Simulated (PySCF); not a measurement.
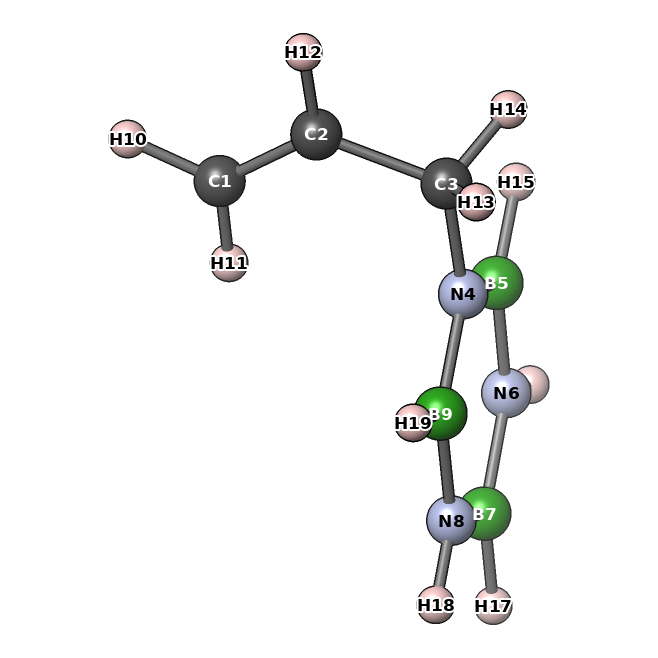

B5 lies behind N4. The molecule seen a little off the N4–B5 bond, N4 in front. Distant atoms are faded towards the background colour. The geometry was computed by an optimisation with PBE0-D3(BJ)/def2-SVP. No frequency run is at hand to confirm it as a minimum.

Question: What is the torsion angle C3–N4–B5–N6? The sign is positive where the front bond must turn clockwise to cover the back bond.

Answer: −177°, antiperiplanar (anti).
